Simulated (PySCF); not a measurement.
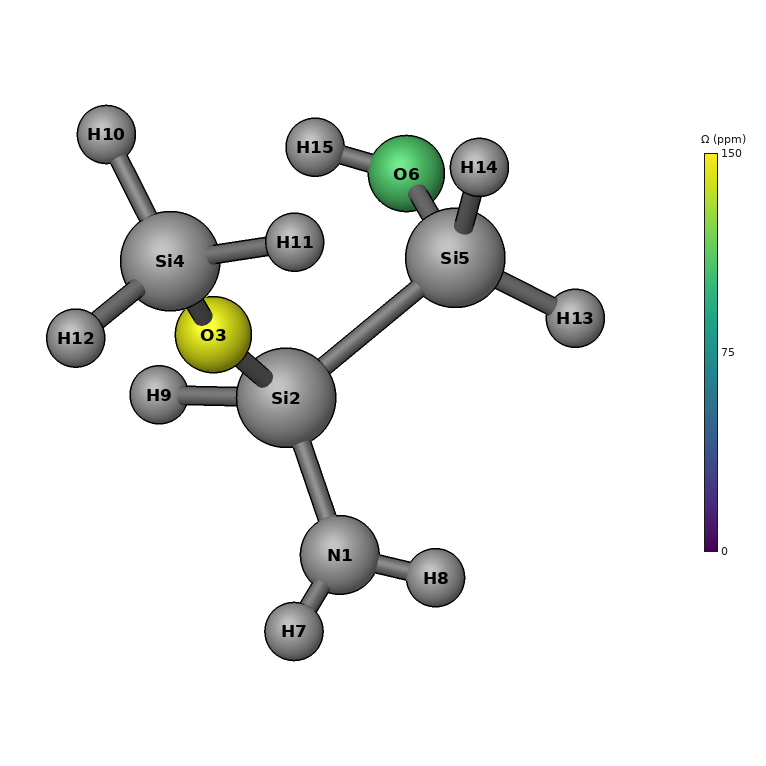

The O atoms are coloured by the span of their shielding tensor. Geometry: a frame of a GFN2-xTB molecular-dynamics simulation, not a minimum. Method: GIAO PBE0/pcSseg-1 NMR shielding, non-relativistic, gas phase (PySCF 2.14.0). Principal shieldings σ11 ≤ σ22 ≤ σ33, span Ω = σ33 − σ11, skew κ = 3(σiso − σ22)/Ω.

> Which O atom has the most anisotropic shielding?

O3, with a span of 142 ppm.

Give the shielding tensors of the O atoms.

```
atom    σ11    σ22    σ33   σiso      Ω      κ
  O3  220.5  275.3  362.4  286.1  141.9   0.23
  O6  287.7  347.5  396.5  343.9  108.9  −0.10
```

Shieldings and span in ppm.
